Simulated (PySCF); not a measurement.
# CH5Si (SMILES [CH2][SiH3]): levels of theory compared

Aim: a comparison of 6 runs (UB3LYP/STO-3G, USVWN5/STO-3G, RPA@PBE/STO-3G, UMP2/STO-3G, UCISD/STO-3G, UCCSD(T)/STO-3G) of CH5Si. Input form: a Python script.

The results are computed with PySCF 2.14.0.

**1. The structure to begin with**

The species is CH5Si (7 atoms), typed as a doublet with charge 0. As SMILES, `[CH2][SiH3]`. The start is not the relaxed shape.

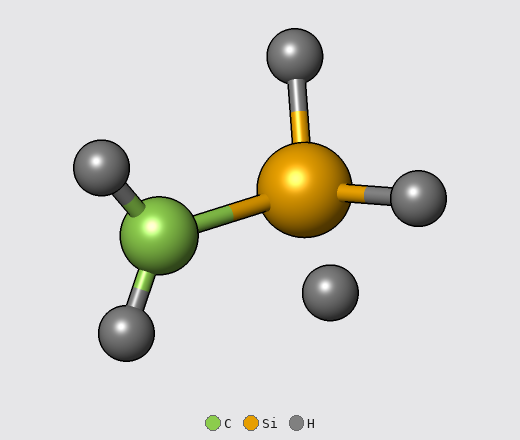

Viewed from a chosen angle; carbon green, silicon amber, hydrogen grey.

**2. A single-point energy at UB3LYP/STO-3G (run 1)**

The input, input.py:

```python
from pyscf import gto, dft

mol = gto.M(
    atom='''
C   -0.002189  -1.245069  -0.150772
Si   0.302711   0.567731  -0.227172
H   -0.968589  -1.664269   0.110328
H    0.758711  -1.976869  -0.401972
H   -0.020789   1.114531  -1.577272
H   -0.719700   1.420100   0.961800
H    1.733511   0.863531   0.050328
''',
    max_memory=1860,
    spin=1,
    basis='sto-3g',
    verbose=3,
    charge=0,
)

mf = dft.UKS(mol, xc='b3lyp')
mf.grids.level = 5
mf.conv_tol = 1e-10
mf.kernel()
if not mf.converged:
    mf = mf.newton().run(mf.mo_coeff, mf.mo_occ)

e_final = mf.e_tot
print('E(%s) = %.9f' % ('B3LYP', e_final))
```

Launch:

```console
$ OMP_NUM_THREADS=1 python input.py
```

The program printed:

```text
WARN: HOMO -0.154997501086508 >= LUMO -0.154997501086507

converged SCF energy = -326.669754973043  <S^2> = 0.75465453  2S+1 = 2.0046491
E(B3LYP) = -326.669754973
```

Wall time 3.6 s (1 thread of Intel Xeon 6975P-C (Granite Rapids), shared host); peak memory 0.21 GiB.

**3. A single-point energy at USVWN5/STO-3G (run 2)**

The input, input.py:

```python
from pyscf import gto, dft

molecule = gto.M(
    atom='''
C     -0.004137    -2.352839    -0.284918
Si     0.572041     1.072856    -0.429293
H     -1.830368    -3.145013     0.208490
H      1.433756    -3.735741    -0.759617
H     -0.039286     2.106158    -2.980612
H     -1.360036     2.683600     1.817539
H      3.275861     1.631837     0.095106
''',
    verbose=3,
    charge=0,
    max_memory=1860,
    basis='sto-3g',
    unit='bohr',
    spin=1,
)

mf = dft.UKS(molecule)
mf.xc = 'svwn'
mf.grids.level = 5
mf.conv_tol = 1e-10
mf.kernel()
if not mf.converged:
    mf = mf.newton().run(mf.mo_coeff, mf.mo_occ)

etot = mf.e_tot
print('Final energy', etot)
```

Launch:

```console
$ OMP_NUM_THREADS=1 python input.py
```

The program printed:

```text
converged SCF energy = -325.042316484529  <S^2> = 0.75337375  2S+1 = 2.0033709
Final energy -325.0423164845289
```

Run time: 1.9 s. Hardware: 1 thread of Intel Xeon 6975P-C (Granite Rapids), shared host; peak memory 0.15 GiB.

Runs 3 to 5 aren't shown in full; the table further down has their settings and results.

**4. A single-point energy at UCCSD(T)/STO-3G (run 6)**

The input, job.py:

```python
from pyscf import gto, scf, cc

system = gto.Mole()
system.atom = '''
C     -0.002189    -1.245069    -0.150772
Si     0.302711     0.567731    -0.227172
H     -0.968589    -1.664269     0.110328
H      0.758711    -1.976869    -0.401972
H     -0.020789     1.114531    -1.577272
H     -0.719700     1.420100     0.961800
H      1.733511     0.863531     0.050328
'''
system.basis = 'sto-3g'
system.verbose = 3
system.max_memory = 1860
system.spin = 1
system.build()

hf = scf.UHF(system)
hf.conv_tol = 1e-10
hf.kernel()
if not hf.converged:
    hf = hf.newton().run(hf.mo_coeff, hf.mo_occ)

mycc = cc.CCSD(hf, frozen=6)
mycc.kernel()
e_t = mycc.ccsd_t()
e_final = mycc.e_tot + e_t
print('Final energy', e_final)
```

Launch:

```console
$ OMP_NUM_THREADS=1 python job.py
```

The program printed:

```text
converged SCF energy = -325.815780200172  <S^2> = 0.76803381  2S+1 = 2.0179532
E(UCCSD) = -325.9406470009762  E_corr = -0.124866800803746
UCCSD(T) correction = -0.000961469556781444
Final energy -325.94160847053297
```

Run time: 0.5 s. Hardware: 1 thread of Intel Xeon 6975P-C (Granite Rapids), shared host; peak memory 0.1 GiB.

**5. The series**

```csv
run,level,frozen core orbitals,integration grid,energy (Eh),dipole moment (D) of the reference,HOMO energy (eV),LUMO energy (eV),wall time
1,UB3LYP/STO-3G,–,5,-326.669755,0.34,-4.15,1.40,3.6 s
2,USVWN5/STO-3G,–,5,-325.042316,0.26,-2.41,-0.04,1.9 s
3,RPA@PBE/STO-3G,6,5,-325.999070,0.33,-2.77,0.36,3.3 s
4,UMP2/STO-3G,6,–,-325.899622,0.34,-8.80,8.22,0.48 s
5,UCISD/STO-3G,6,–,-325.932625,0.34,-8.80,8.22,0.44 s
6,UCCSD(T)/STO-3G,6,–,-325.941608,0.34,-8.80,8.22,0.5 s
```

**6. What came out**

```
                                                         quantity          value
                                              run 6: total energy  -325.94161 Eh
                      run 6: dipole moment (Hartree–Fock density)         0.34 D
run 6: HOMO energy (Hartree–Fock orbitals) (highest over α and β)       -8.80 eV
 run 6: LUMO energy (Hartree–Fock orbitals) (lowest over α and β)        8.22 eV
               run 6: correlation energy (6 core orbitals frozen)     -125.8 mEh
                                            run 6: (T) correction      -0.96 mEh
                                                      run 6: ⟨S²⟩          0.768
                                             run 6: T1 diagnostic          0.007
```

**Reading.** Totals of different functionals can't be ranked against each other. All runs together took 10 s, the longest 3.6 s.
